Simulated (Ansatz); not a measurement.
```yaml
atoms:
  - { symbol: Ge, position_ang: [-0.0077, -0.0509, -0.0267] }
  - { symbol: H, position_ang: [-0.1011, 0.0336, 1.5118] }
  - { symbol: H, position_ang: [1.4475, 0.0571, -0.4958] }
  - { symbol: O, position_ang: [-0.8199, 1.3467, -0.7790] }
  - { symbol: H, position_ang: [-1.7623, 1.3757, -0.5847] }
  - { symbol: H, position_ang: [-0.6500, -1.3692, -0.5093] }
```

Method: RKS PBE0-D4/def2-SVP (Ansatz).

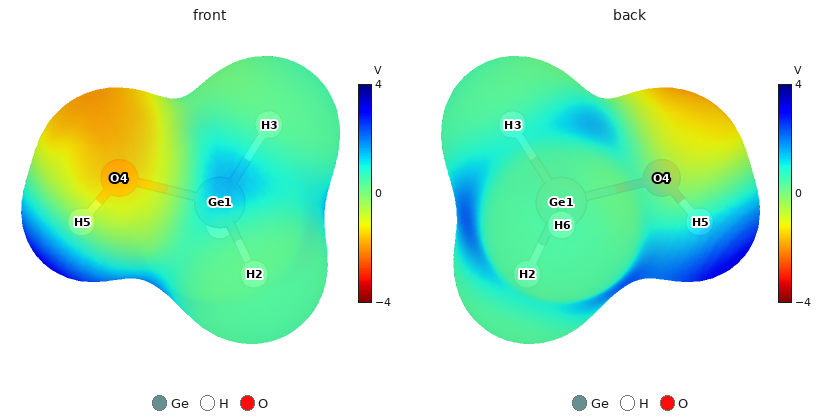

GeH4O. The electrostatic potential painted on the density surface at 0.004 e/bohr³, seen from the front and from behind; red is negative and blue positive.

Describe the electrostatic potential map.

Answer. The most negative region (about −1.9 V) lies over O4, the most positive (about +3.1 V) over H5. O4 is the likeliest acceptor of a hydrogen bond.
